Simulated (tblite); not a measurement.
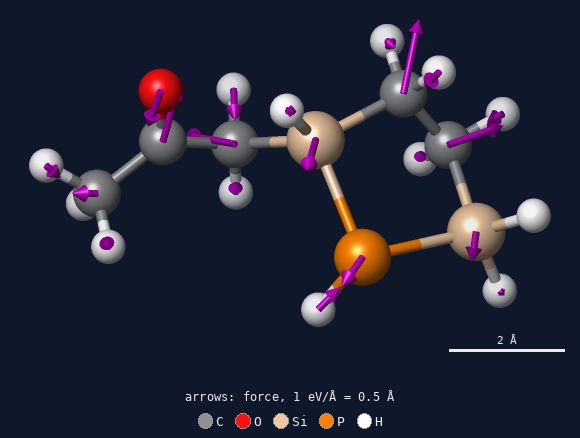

Starting geometry of C$_{5}$H$_{13}$OPSi$_{2}$ with the computed forces as purple arrows. A ball-and-stick model, seen face on.

All numbers below come from GFN2-xTB geometry optimisation, gas phase in tblite 0.8.0. 

**Is this structure relaxed? If not, where do the atoms go?**

It isn't relaxed: the largest force vector, on a C atom, is 3.22 eV/Å. The final displacements have little in common with the starting forces (cosine between the two patterns 0.13). Over 176 geometry steps the energy falls by 89.8 kJ/mol. An H atom moves most after the best rigid fit: 1.09 Å. By element the largest moves are H 1.09 Å, O 0.79 Å, C 0.62 Å, P 0.47 Å, Si 0.41 Å. Near-neighbour distances that change, for instance: C–Si 1.831 → 1.922 Å, C–H 1.146 → 1.088 Å, H–P 1.434 → 1.383 Å, C–Si 1.864 → 1.914 Å. Bond angles that change, for instance: Si–P–H 112.5° → 94.3°, Si–P–H 106.7° → 95.9°, C–C–C 123.1° → 114.9°. Groups turn about C–C by about 40°, C–C by about 25°. The run took 7.6 s on 1 thread of Intel(R) Xeon(R) Processor @ 2.50GHz (shared host).
